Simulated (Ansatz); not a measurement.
# CH5GaO2S: a ladder of functionals and wavefunction methods

How much do the methods differ for CH5GaO2S? The plan is to run it at one geometry with functionals of several rungs and with coupled cluster, and see how far each lands from CCSD(T) at the basis-set limit for the atomisation energy.

Method: functionals in def2-TZVPP, the program's frozen cores in correlated methods; program: Ansatz 0.2.0, Gaussian basis.

Plan: LDA (SPW92), PBE-D4, revPBE-D4, BLYP-D4, r2SCAN-D4, B97M-V, PBE0-D4, B3LYP-D4, r2SCANh-D4, r2SCAN0-D4, HSE06-D4, BHLYP-D4, CAM-B3LYP-D4, LC-ωPBE, ωB97X-V, ωB97M-V, B2PLYP, PBE-QIDH; CCSD(T)/def2-SVP; CCSD(T)/def2-TZVPP; MP2/def2-QZVPP; extrapolation to the limit; RPA on PBE.

## 1. Structure used throughout

All runs share one geometry, relaxed beforehand with PBE0-D4 in a triple-zeta def2 set.

SMILES `C[O][Ga]([OH])[SH]`, 10 atoms, charge 0, spin multiplicity 1.

Atoms are counted from 1 here; the program's logs count them from 0.

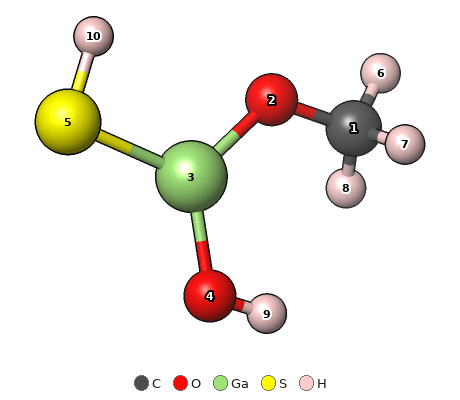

The geometry (carbon dark grey, oxygen red, gallium green, sulfur yellow, hydrogen pink); atoms are numbered from 1 in the order of the file.

## 2. LDA

This LDA is Slater exchange with PW92 correlation.

File in.yaml:

```yaml
crystal:
  periodic: [false, false, false]
  atoms:
    - {symbol: C, position_ang: [-0.634997, -1.483254, -0.336066]}
    - {symbol: O, position_ang: [0.051929, -0.356178, -0.818704]}
    - {symbol: Ga, position_ang: [0.453542, 1.042553, 0.207961]}
    - {symbol: O, position_ang: [-0.032212, 1.107779, 1.918768]}
    - {symbol: S, position_ang: [1.547678, 2.702693, -0.673680]}
    - {symbol: H, position_ang: [-1.025645, -2.043946, -1.190190]}
    - {symbol: H, position_ang: [0.025212, -2.151774, 0.230575]}
    - {symbol: H, position_ang: [-1.489086, -1.224339, 0.304669]}
    - {symbol: H, position_ang: [-0.489855, 0.321402, 2.223907]}
    - {symbol: H, position_ang: [1.593443, 2.085075, -1.867240]}
basis:
  gaussian: {orbitals: def2-TZVPP}
hamiltonian: {xc: lda}
output: {orbitals: {seedname: orbitals}}
```

Command:

```sh
ansatz run in.yaml --threads 4 --pin off --events-out ev --progress --plain --max-ram 10444MiB
```

The program printed (excerpt; [...] marks lines left out):

```text
Functional definition: SPW92
  name "SPW92"
  cite "Dirac, Proc. Camb. Phil. Soc. 26, 376 (1930) doi:10.1017/S0305004100016108"
  cite "Slater, Phys. Rev. 81, 385 (1951) doi:10.1103/PhysRev.81.385"
  cite "Perdew & Wang, Phys. Rev. B 45, 13244 (1992) doi:10.1103/PhysRevB.45.13244"
[...]
1429 factors; their error is unknown
[...]
mean field -68271.66160220 eV, -2508.9372876867 hartree, gradient 6.2e-5 eV, S^2 0.000000; 0 other end points of the search recorded, 0 dependent functions left out
reference -68271.66164296 eV, -2508.9372891843 hartree; 37, 37 occupied and 216, 216 virtual orbitals, 1429 factors
Total energy: -68271.66164296 eV, -2508.9372891843 hartree
```

It took 1.6 s on 4 threads of Arm Neoverse V1, shared host; peak memory 0.35 GiB.

With the free atoms at this level, -68229.643 eV in sum, the atomisation energy is 4054.2 kJ/mol. HOMO -6.52 eV, LUMO -2.03 eV.

## 3. PBE-D4 (GGA)

Changes to in.yaml since step 2:

```diff
@@ -15,3 +15,3 @@
   gaussian: {orbitals: def2-TZVPP}
-hamiltonian: {xc: lda}
-output: {orbitals: {seedname: orbitals}}
+hamiltonian: {xc: pbe, dispersion: d4}
+output: {forces: true, orbitals: {seedname: orbitals}}
```

Launched as before.

The program printed (excerpt; [...] marks lines left out):

```text
Functional definition: PBE
  name "PBE"
  cite "Perdew, Burke & Ernzerhof, Phys. Rev. Lett. 77, 3865 (1996) doi:10.1103/PhysRevLett.77.3865"
  parent pbe
[...]
1429 factors; their error is unknown
[...]
mean field -68412.50574854 eV, -2514.1132145971 hartree, gradient 4.9e-5 eV, S^2 0.000000; 0 other end points of the search recorded, 0 dependent functions left out
[...]
Atom 6 at     0.025212    -2.151774     0.230575 Å, force     0.121931    -0.160122     0.123170 eV/Å
Atom 7 at    -1.489086    -1.224339     0.304669 Å, force    -0.186261     0.026798     0.141085 eV/Å
Atom 8 at    -0.489855     0.321402     2.223907 Å, force    -0.226211    -0.399815     0.130417 eV/Å
Atom 9 at     1.593443     2.085075    -1.867240 Å, force     0.002504    -0.125739    -0.221864 eV/Å
Dipole moment:    -0.175570    -0.392582    -0.022017 e Å
```

Wall time 3.3 s (4 threads of Arm Neoverse V1, shared host); peak memory 0.35 GiB.

Atomisation energy: 3555.7 kJ/mol (free atoms -68375.871 eV, run apart). HOMO -6.37 eV, LUMO -1.74 eV.

## 4. revPBE-D4 (GGA)

Changes to in.yaml since step 3:

```diff
@@ -15,3 +15,3 @@
   gaussian: {orbitals: def2-TZVPP}
-hamiltonian: {xc: pbe, dispersion: d4}
-output: {forces: true, orbitals: {seedname: orbitals}}
+hamiltonian: {xc: {name: revPBE}, dispersion: d4}
+output: {orbitals: {seedname: orbitals}}
```

Launched as before.

The program printed (excerpt; [...] marks lines left out):

```text
Functional definition: revPBE
  name "revPBE"
  cite "Zhang & Yang, Phys. Rev. Lett. 80, 890 (1998) doi:10.1103/PhysRevLett.80.890"
  cite "Perdew, Burke & Ernzerhof, Phys. Rev. Lett. 77, 3865 (1996) doi:10.1103/PhysRevLett.77.3865"
[...]
1429 factors; their error is unknown
[...]
mean field -68423.39657477 eV, -2514.5134450787 hartree, gradient 5.4e-5 eV, S^2 0.000000; 0 other end points of the search recorded, 0 dependent functions left out
reference -68423.39662970 eV, -2514.5134470974 hartree; 37, 37 occupied and 216, 216 virtual orbitals, 1429 factors
Total energy: -68423.99410395 eV, -2514.5354038713 hartree
```

It took 2.7 s on 4 threads of Arm Neoverse V1, shared host; peak memory 0.35 GiB.

Atomisation energy: 3451.6 kJ/mol (free atoms -68388.221 eV, run apart). HOMO -6.31 eV, LUMO -1.60 eV.

## 5. BLYP-D4 (GGA)

Changes to in.yaml since step 4:

```diff
@@ -15,3 +15,3 @@
   gaussian: {orbitals: def2-TZVPP}
-hamiltonian: {xc: {name: revPBE}, dispersion: d4}
+hamiltonian: {xc: {name: BLYP}, dispersion: d4}
 output: {orbitals: {seedname: orbitals}}
```

Same command.

The program printed (excerpt; [...] marks lines left out):

```text
Functional definition: BLYP
  name "BLYP"
  cite "Becke, Phys. Rev. A 38, 3098 (1988) doi:10.1103/PhysRevA.38.3098"
  cite "Lee, Yang & Parr, Phys. Rev. B 37, 785 (1988) doi:10.1103/PhysRevB.37.785"
[...]
1429 factors; their error is unknown
[...]
mean field -68431.52960654 eV, -2514.8123284835 hartree, gradient 4.9e-5 eV, S^2 0.000000; 0 other end points of the search recorded, 0 dependent functions left out
reference -68431.52998728 eV, -2514.8123424756 hartree; 37, 37 occupied and 216, 216 virtual orbitals, 1429 factors
Total energy: -68431.99508827 eV, -2514.8294346218 hartree
```

Wall time 2.8 s (4 threads of Arm Neoverse V1, shared host); peak memory 0.35 GiB.

With the free atoms at this level, -68396.033 eV in sum, the atomisation energy is 3469.9 kJ/mol. HOMO -6.23 eV, LUMO -1.71 eV.

## 6. r2SCAN-D4 (meta-GGA)

Changes to in.yaml since step 5:

```diff
@@ -15,3 +15,3 @@
   gaussian: {orbitals: def2-TZVPP}
-hamiltonian: {xc: {name: BLYP}, dispersion: d4}
-output: {orbitals: {seedname: orbitals}}
+hamiltonian: {xc: r2scan, dispersion: d4}
+output: {forces: true, orbitals: {seedname: orbitals}}
```

Launched as before.

The program printed (excerpt; [...] marks lines left out):

```text
Functional definition: r2SCAN
  name "r2SCAN"
  cite "Furness, Kaplan, Ning, Perdew & Sun, J. Phys. Chem. Lett. 11, 8208 (2020) doi:10.1021/acs.jpclett.0c02405"
  cite "Furness, Kaplan, Ning, Perdew & Sun, J. Phys. Chem. Lett. 11, 9248 (2020) doi:10.1021/acs.jpclett.0c03077"
  parent r2scan
[...]
1429 factors; their error is unknown
[...]
Atom 6 at     0.025212    -2.151774     0.230575 Å, force    -0.003484     0.007472    -0.002152 eV/Å
Atom 7 at    -1.489086    -1.224339     0.304669 Å, force     0.004559     0.003617     0.001556 eV/Å
Atom 8 at    -0.489855     0.321402     2.223907 Å, force    -0.023726    -0.047183     0.005116 eV/Å
Atom 9 at     1.593443     2.085075    -1.867240 Å, force    -0.007088    -0.016963    -0.006229 eV/Å
Dipole moment:    -0.183232    -0.410862    -0.024901 e Å
```

It took 7 s on 4 threads of Arm Neoverse V1, shared host; peak memory 0.38 GiB.

With the free atoms at this level, -68391.007 eV in sum, the atomisation energy is 3510.2 kJ/mol. HOMO -6.69 eV, LUMO -1.41 eV.

## 7. B97M-V (meta-GGA)

Changes to in.yaml since step 6:

```diff
@@ -15,3 +15,3 @@
   gaussian: {orbitals: def2-TZVPP}
-hamiltonian: {xc: r2scan, dispersion: d4}
-output: {forces: true, orbitals: {seedname: orbitals}}
+hamiltonian: {xc: {name: B97M-V}}
+output: {orbitals: {seedname: orbitals}}
```

The command is unchanged.

The program printed:

```text
Functional definition: B97M-V
  name "B97M-V"
  cite "Mardirossian & Head-Gordon, J. Chem. Phys. 142, 074111 (2015) doi:10.1063/1.4907719"
  cite "Becke, J. Chem. Phys. 107, 8554 (1997) doi:10.1063/1.475007"
  cite "Vydrov & Van Voorhis, J. Chem. Phys. 133, 244103 (2010) doi:10.1063/1.3521275"
  # Of w^i u^j: cxij and so on, Table III.
  parameter cx00 = 1.000
  parameter cx01 = 1.308
  parameter cx02 = 1.901
  parameter cx10 = 0.416
  parameter cx11 = 3.070
  parameter css00 = 1.000
  parameter css02 = -1.855
  parameter css10 = -5.668
  parameter css32 = -20.497
  parameter css42 = -20.364
  parameter cos00 = 1.000
  parameter cos01 = 1.573
  parameter cos03 = -6.298
  parameter cos10 = 2.535
  parameter cos32 = -6.427
  parameter b = 6.0
  parameter c = 0.01
  gx(w, u) = cx00 + cx01*u + cx02*u^2 + (cx10 + cx11*u)*w
  gss(w, u) = css00 + css02*u^2 + css10*w + (css32*w^3 + css42*w^4)*u^2
  gos(w, u) = cos00 + cos01*u + cos03*u^3 + cos10*w + cos32*w^3*u^2
  exchange = spin_sum(e_x_unif_s*gx(b97_w, b97_u_x))
  correlation = spin_sum(e_c_pw_mod_same_spin*gss(b97_w, b97_u_same))
      + integral(e_c_pw_mod_opposite_spin*gos(b97_w_opposite, b97_u_opposite)) + vv10(b, c)
1429 factors; their error is unknown
mean field evaluation 1: about -68403.2671 eV, gradient 8.7e1 eV
mean field evaluation 2: about -68349.5260 eV, gradient 1.8e2 eV
mean field evaluation 4: about -68416.5724 eV, gradient 1.2e1 eV
mean field evaluation 8: about -68416.8899 eV, gradient 1.7e-1 eV
mean field evaluation 16: about -68416.8660 eV, gradient 3.5e-4 eV
mean field -68416.86596678 eV, -2514.2734496617 hartree, gradient 6.0e-5 eV, S^2 0.000000; 0 other end points of the search recorded, 0 dependent functions left out
reference -68416.86602911 eV, -2514.2734519525 hartree; 37, 37 occupied and 216, 216 virtual orbitals, 1429 factors
Total energy: -68416.86602911 eV, -2514.2734519525 hartree
```

Run time: 14 s. Hardware: 4 threads of Arm Neoverse V1, shared host; peak memory 0.44 GiB.

Atomisation energy: 3496.1 kJ/mol (free atoms -68380.631 eV, run apart). HOMO -6.76 eV, LUMO -1.57 eV.

## 8. PBE0-D4 (hybrid)

Changes to in.yaml since step 7:

```diff
@@ -15,3 +15,3 @@
   gaussian: {orbitals: def2-TZVPP}
-hamiltonian: {xc: {name: B97M-V}}
+hamiltonian: {xc: pbe0, dispersion: d4}
 output: {orbitals: {seedname: orbitals}}
```

Launched as before.

The program printed (excerpt; [...] marks lines left out):

```text
Functional definition: PBE0
  name "PBE0"
  cite "Adamo & Barone, J. Chem. Phys. 110, 6158 (1999) doi:10.1063/1.478522"
  cite "Perdew, Burke & Ernzerhof, Phys. Rev. Lett. 77, 3865 (1996) doi:10.1103/PhysRevLett.77.3865"
  parent pbe
[...]
1505 factors; their error is unknown
[...]
mean field -68414.57003159 eV, -2514.1890755998 hartree, gradient 6.4e-5 eV, S^2 0.000000; 0 other end points of the search recorded, 0 dependent functions left out
reference -68414.57006394 eV, -2514.1890767887 hartree; 37, 37 occupied and 216, 216 virtual orbitals, 1505 factors
Total energy: -68414.75558368 eV, -2514.1958945135 hartree
```

Run time: 4.4 s. Hardware: 4 threads of Arm Neoverse V1, shared host; peak memory 0.75 GiB.

With the free atoms at this level, -68378.775 eV in sum, the atomisation energy is 3471.6 kJ/mol. HOMO -7.73 eV, LUMO -0.80 eV.

## 9. B3LYP-D4 (hybrid)

B3LYP here takes the VWN-RPA correlation.

Changes to in.yaml since step 8:

```diff
@@ -15,3 +15,3 @@
   gaussian: {orbitals: def2-TZVPP}
-hamiltonian: {xc: pbe0, dispersion: d4}
-output: {orbitals: {seedname: orbitals}}
+hamiltonian: {xc: {name: B3LYP}, dispersion: d4}
+output: {forces: true, orbitals: {seedname: orbitals}}
```

The command is unchanged.

The program printed (excerpt; [...] marks lines left out):

```text
Functional definition: B3LYP
  name "B3LYP"
  cite "Stephens, Devlin, Chabalowski & Frisch, J. Phys. Chem. 98, 11623 (1994) doi:10.1021/j100096a001"
  cite "Becke, Phys. Rev. A 38, 3098 (1988) doi:10.1103/PhysRevA.38.3098"
  cite "Lee, Yang & Parr, Phys. Rev. B 37, 785 (1988) doi:10.1103/PhysRevB.37.785"
  cite "Vosko, Wilk & Nusair, Can. J. Phys. 58, 1200 (1980) doi:10.1139/p80-159"
[...]
1476 factors; their error is unknown
[...]
Atom 6 at     0.025212    -2.151774     0.230575 Å, force    -0.038213     0.034052    -0.026671 eV/Å
Atom 7 at    -1.489086    -1.224339     0.304669 Å, force     0.048602    -0.015623    -0.031587 eV/Å
Atom 8 at    -0.489855     0.321402     2.223907 Å, force    -0.024157    -0.007894     0.063050 eV/Å
Atom 9 at     1.593443     2.085075    -1.867240 Å, force     0.015149     0.026392    -0.007910 eV/Å
Dipole moment:    -0.180336    -0.404317    -0.022790 e Å
```

It took 6.5 s on 4 threads of Arm Neoverse V1, shared host; peak memory 0.79 GiB.

With the free atoms at this level, -68397.352 eV in sum, the atomisation energy is 3462.6 kJ/mol. HOMO -7.47 eV, LUMO -1.14 eV.

## 10. r2SCANh-D4 (hybrid)

Changes to in.yaml since step 9:

```diff
@@ -15,3 +15,3 @@
   gaussian: {orbitals: def2-TZVPP}
-hamiltonian: {xc: {name: B3LYP}, dispersion: d4}
-output: {forces: true, orbitals: {seedname: orbitals}}
+hamiltonian: {xc: {name: r2SCANh}, dispersion: d4}
+output: {orbitals: {seedname: orbitals}}
```

Launched as before.

The program printed (excerpt; [...] marks lines left out):

```text
Functional definition: r2SCANh
  name "r2SCANh"
  cite "Bursch, Neugebauer, Ehlert & Grimme, J. Chem. Phys. 156, 134105 (2022) doi:10.1063/5.0086040"
  cite "Furness, Kaplan, Ning, Perdew & Sun, J. Phys. Chem. Lett. 11, 8208 (2020) doi:10.1021/acs.jpclett.0c02405"
  cite "Furness, Kaplan, Ning, Perdew & Sun, J. Phys. Chem. Lett. 11, 9248 (2020) doi:10.1021/acs.jpclett.0c03077"
  parent r2scan
[...]
1452 factors; their error is unknown
[...]
mean field -68426.66764951 eV, -2514.6336548585 hartree, gradient 5.4e-5 eV, S^2 0.000000; 0 other end points of the search recorded, 0 dependent functions left out
reference -68426.66766100 eV, -2514.6336552806 hartree; 37, 37 occupied and 216, 216 virtual orbitals, 1452 factors
Total energy: -68426.72529851 eV, -2514.6357734198 hartree
```

Wall time 7.5 s (4 threads of Arm Neoverse V1, shared host); peak memory 0.77 GiB.

With the free atoms at this level, -68390.685 eV in sum, the atomisation energy is 3477.4 kJ/mol. HOMO -7.20 eV, LUMO -1.08 eV.

## 11. r2SCAN0-D4 (hybrid)

Changes to in.yaml since step 10:

```diff
@@ -15,3 +15,3 @@
   gaussian: {orbitals: def2-TZVPP}
-hamiltonian: {xc: {name: r2SCANh}, dispersion: d4}
+hamiltonian: {xc: {name: r2SCAN0}, dispersion: d4}
 output: {orbitals: {seedname: orbitals}}
```

Same command.

The program printed (excerpt; [...] marks lines left out):

```text
Functional definition: r2SCAN0
  name "r2SCAN0"
  cite "Bursch, Neugebauer, Ehlert & Grimme, J. Chem. Phys. 156, 134105 (2022) doi:10.1063/5.0086040"
  cite "Furness, Kaplan, Ning, Perdew & Sun, J. Phys. Chem. Lett. 11, 8208 (2020) doi:10.1021/acs.jpclett.0c02405"
  cite "Furness, Kaplan, Ning, Perdew & Sun, J. Phys. Chem. Lett. 11, 9248 (2020) doi:10.1021/acs.jpclett.0c03077"
  parent r2scan
[...]
1505 factors; their error is unknown
[...]
mean field -68425.72197180 eV, -2514.5989018436 hartree, gradient 6.0e-5 eV, S^2 0.000000; 0 other end points of the search recorded, 0 dependent functions left out
reference -68425.72198175 eV, -2514.5989022092 hartree; 37, 37 occupied and 216, 216 virtual orbitals, 1505 factors
Total energy: -68425.78591770 eV, -2514.6012518118 hartree
```

Wall time 7.5 s (4 threads of Arm Neoverse V1, shared host); peak memory 0.78 GiB.

With the free atoms at this level, -68390.229 eV in sum, the atomisation energy is 3430.7 kJ/mol. HOMO -7.93 eV, LUMO -0.60 eV.

## 12. HSE06-D4 (hybrid)

HSE06 is the plane-wave form, built on full-range PBE exchange.

Changes to in.yaml since step 11:

```diff
@@ -15,3 +15,3 @@
   gaussian: {orbitals: def2-TZVPP}
-hamiltonian: {xc: {name: r2SCAN0}, dispersion: d4}
+hamiltonian: {xc: hse06, dispersion: d4}
 output: {orbitals: {seedname: orbitals}}
```

Launched as before.

The program printed (excerpt; [...] marks lines left out):

```text
Functional definition: HSE06
  name "HSE06"
  cite "Heyd, Scuseria & Ernzerhof, J. Chem. Phys. 118, 8207 (2003) doi:10.1063/1.1564060"
  cite "Krukau, Vydrov, Izmaylov & Scuseria, J. Chem. Phys. 125, 224106 (2006) doi:10.1063/1.2404663"
  cite "Heyd & Scuseria, J. Chem. Phys. 120, 7274 (2004) doi:10.1063/1.1668634"
  cite "Ernzerhof & Perdew, J. Chem. Phys. 109, 3313 (1998) doi:10.1063/1.476928"
[...]
1505 factors; their error is unknown
110 factors; integrals over basis functions are off by at most 5.0e-7 eV
[...]
mean field -68414.11234853 eV, -2514.1722560575 hartree, gradient 5.7e-5 eV, S^2 0.000000; 0 other end points of the search recorded, 0 dependent functions left out
reference -68414.11239164 eV, -2514.1722576420 hartree; 37, 37 occupied and 216, 216 virtual orbitals, 1505 factors
Total energy: -68414.28704698 eV, -2514.1786761071 hartree
```

Wall time 4.6 s (4 threads of Arm Neoverse V1, shared host); peak memory 0.79 GiB.

With the free atoms at this level, -68378.273 eV in sum, the atomisation energy is 3474.8 kJ/mol. HOMO -7.32 eV, LUMO -1.17 eV.

## 13. BHLYP-D4 (hybrid)

Changes to in.yaml since step 12:

```diff
@@ -15,3 +15,3 @@
   gaussian: {orbitals: def2-TZVPP}
-hamiltonian: {xc: hse06, dispersion: d4}
+hamiltonian: {xc: {name: BHLYP}, dispersion: d4}
 output: {orbitals: {seedname: orbitals}}
```

Same command.

The program printed (excerpt; [...] marks lines left out):

```text
Functional definition: BHLYP
  name "BHLYP"
  cite "Becke, J. Chem. Phys. 98, 1372 (1993) doi:10.1063/1.464304"
  cite "Becke, Phys. Rev. A 38, 3098 (1988) doi:10.1103/PhysRevA.38.3098"
  cite "Lee, Yang & Parr, Phys. Rev. B 37, 785 (1988) doi:10.1103/PhysRevB.37.785"
[...]
1658 factors; their error is unknown
[...]
mean field -68427.46423393 eV, -2514.6629287957 hartree, gradient 3.3e-5 eV, S^2 0.000000; 0 other end points of the search recorded, 0 dependent functions left out
reference -68427.46442348 eV, -2514.6629357615 hartree; 37, 37 occupied and 216, 216 virtual orbitals, 1658 factors
Total energy: -68427.75600630 eV, -2514.6736512328 hartree
```

Run time: 4.7 s. Hardware: 4 threads of Arm Neoverse V1, shared host; peak memory 0.79 GiB.

With the free atoms at this level, -68393.145 eV in sum, the atomisation energy is 3339.5 kJ/mol. HOMO -8.86 eV, LUMO 0.04 eV.

## 14. CAM-B3LYP-D4 (range-separated)

Changes to in.yaml since step 13:

```diff
@@ -15,3 +15,3 @@
   gaussian: {orbitals: def2-TZVPP}
-hamiltonian: {xc: {name: BHLYP}, dispersion: d4}
+hamiltonian: {xc: {name: CAM-B3LYP}, dispersion: d4}
 output: {orbitals: {seedname: orbitals}}
```

Launched as before.

The program printed (excerpt; [...] marks lines left out):

```text
Functional definition: CAM-B3LYP
  name "CAM-B3LYP"
  cite "Yanai, Tew & Handy, Chem. Phys. Lett. 393, 51 (2004) doi:10.1016/j.cplett.2004.06.011"
  cite "Iikura, Tsuneda, Yanai & Hirao, J. Chem. Phys. 115, 3540 (2001) doi:10.1063/1.1383587"
  cite "Becke, Phys. Rev. A 38, 3098 (1988) doi:10.1103/PhysRevA.38.3098"
  cite "Lee, Yang & Parr, Phys. Rev. B 37, 785 (1988) doi:10.1103/PhysRevB.37.785"
[...]
1476 factors; their error is unknown
332 factors; integrals over basis functions are off by at most 1.2e-5 eV
[...]
mean field -68432.61199509 eV, -2514.8521055293 hartree, gradient 5.2e-5 eV, S^2 0.000000; 0 other end points of the search recorded, 0 dependent functions left out
reference -68432.61213251 eV, -2514.8521105793 hartree; 37, 37 occupied and 216, 216 virtual orbitals, 1476 factors
Total energy: -68432.80312208 eV, -2514.8591293164 hartree
```

It took 5 s on 4 threads of Arm Neoverse V1, shared host; peak memory 0.84 GiB.

With the free atoms at this level, -68396.623 eV in sum, the atomisation energy is 3490.9 kJ/mol. HOMO -9.06 eV, LUMO 0.11 eV.

## 15. LC-ωPBE (range-separated)

Changes to in.yaml since step 14:

```diff
@@ -15,3 +15,3 @@
   gaussian: {orbitals: def2-TZVPP}
-hamiltonian: {xc: {name: CAM-B3LYP}, dispersion: d4}
+hamiltonian: {xc: {name: LC-wPBE}}
 output: {orbitals: {seedname: orbitals}}
```

The command is unchanged.

The program printed (excerpt; [...] marks lines left out):

```text
Functional definition: LC-wPBE
  name "LC-wPBE"
  cite "Vydrov & Scuseria, J. Chem. Phys. 125, 234109 (2006) doi:10.1063/1.2409292"
  cite "Heyd & Scuseria, J. Chem. Phys. 120, 7274 (2004) doi:10.1063/1.1668634"
  cite "Ernzerhof & Perdew, J. Chem. Phys. 109, 3313 (1998) doi:10.1063/1.476928"
  cite "Perdew, Burke & Ernzerhof, Phys. Rev. Lett. 77, 3865 (1996) doi:10.1103/PhysRevLett.77.3865"
  parent pbe
[...]
1429 factors; their error is unknown
422 factors; integrals over basis functions are off by at most 2.2e-5 eV
[...]
mean field -68418.03849186 eV, -2514.3165391637 hartree, gradient 3.9e-5 eV, S^2 0.000000; 0 other end points of the search recorded, 0 dependent functions left out
reference -68418.03849187 eV, -2514.3165391639 hartree; 37, 37 occupied and 216, 216 virtual orbitals, 1429 factors
Total energy: -68418.03849187 eV, -2514.3165391639 hartree
```

It took 3.5 s on 4 threads of Arm Neoverse V1, shared host; peak memory 0.5 GiB.

Atomisation energy: 3476.1 kJ/mol (free atoms -68382.011 eV, run apart). HOMO -10.46 eV, LUMO 1.46 eV.

## 16. ωB97X-V (range-separated)

Changes to in.yaml since step 15:

```diff
@@ -15,3 +15,3 @@
   gaussian: {orbitals: def2-TZVPP}
-hamiltonian: {xc: {name: LC-wPBE}}
+hamiltonian: {xc: {name: wB97X-V}}
 output: {orbitals: {seedname: orbitals}}
```

Launched as before.

The program printed (excerpt; [...] marks lines left out):

```text
Functional definition: wB97X-V
  name "wB97X-V"
  cite "Mardirossian & Head-Gordon, Phys. Chem. Chem. Phys. 16, 9904 (2014) doi:10.1039/C3CP54374A"
  cite "Becke, J. Chem. Phys. 107, 8554 (1997) doi:10.1063/1.475007"
  cite "Vydrov & Van Voorhis, J. Chem. Phys. 133, 244103 (2010) doi:10.1063/1.3521275"
[...]
      + integral(e_c_pw_opposite_spin*poly(b97_u_opposite, cos0, cos1)) + vv10(b, c)
1471 factors; their error is unknown
322 factors; integrals over basis functions are off by at most 1.0e-5 eV
[...]
mean field -68422.80319707 eV, -2514.4916388505 hartree, gradient 3.7e-5 eV, S^2 0.000000; 0 other end points of the search recorded, 0 dependent functions left out
reference -68422.80319500 eV, -2514.4916387743 hartree; 37, 37 occupied and 216, 216 virtual orbitals, 1471 factors
Total energy: -68422.80319500 eV, -2514.4916387743 hartree
```

It took 11 s on 4 threads of Arm Neoverse V1, shared host; peak memory 0.9 GiB.

Atomisation energy: 3506.4 kJ/mol (free atoms -68386.462 eV, run apart). HOMO -10.10 eV, LUMO 1.24 eV.

(Part 1 of 2 ends here.)
